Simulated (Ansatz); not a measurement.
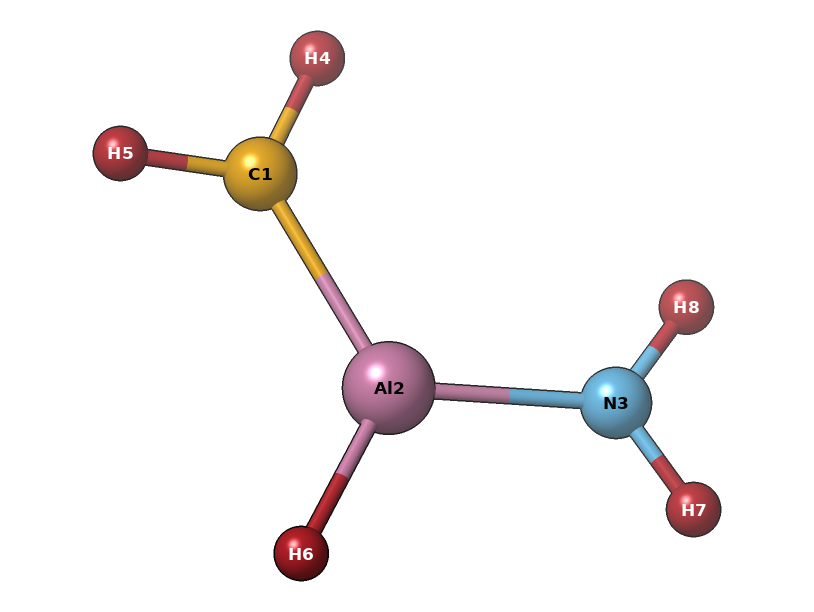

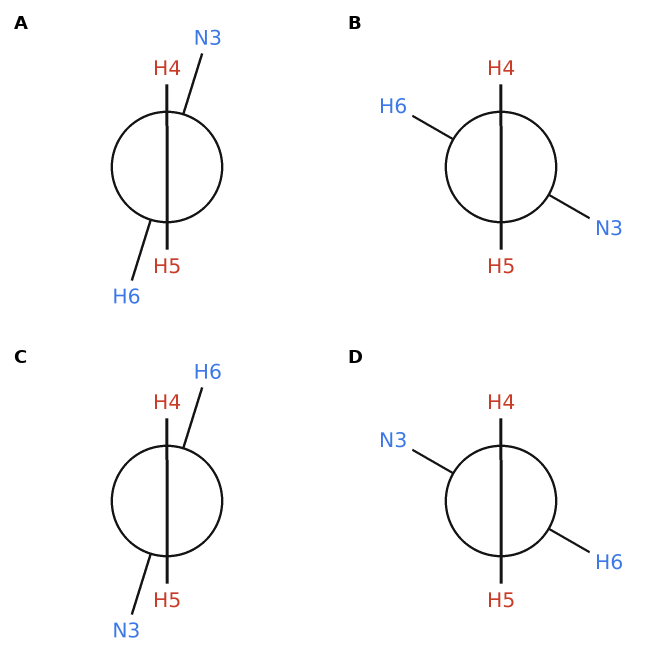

Atoms fade into the background with distance from the viewer. Bonds that would overlap in a projection are set slightly apart. Charge 0, doublet. The geometry was computed by an optimisation with PBE0-D4/def2-TZVP. No frequency run is at hand to confirm it as a minimum.

### Which Newman projection shows the view along C1–Al2, with C1 in front?

A. The torsion angle H4–C1–Al2–N3 is 0°, synperiplanar (eclipsed).
